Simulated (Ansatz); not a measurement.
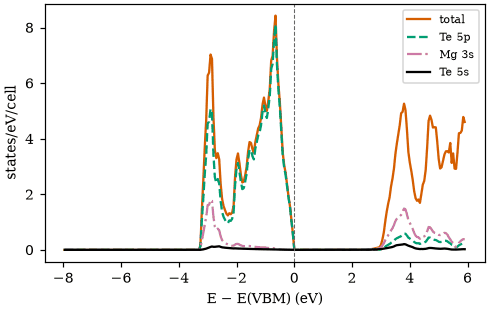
*Total and projected density of states of MgTe (wurtzite, P6_3mc), plane-wave PAW PBEsol (Ansatz code)*

### Question
Which orbitals carry the states next to the gap?

### Answer
Top 1 eV of the valence band: Te 5p 96 %. Bottom 1 eV of the conduction band: Mg 3s 34 %, Te 5p 11 %, Te 5s 6 %, outside the projected shells 49 %. Projections are on Löwdin-orthogonalised atomic valence shells; empty p or d shells of many metals are not among them.

### Question
Where is the tallest occupied peak in this window, and what makes it?

### Answer
Near -0.6 eV, about 8.4 states/eV per cell; the largest projected share is Te 5p.

The PBEsol relaxation kept the symmetry of its start. Spin–orbit coupling is left out wherever it is not named.

Potentials: the later of the program's two PAW sets.
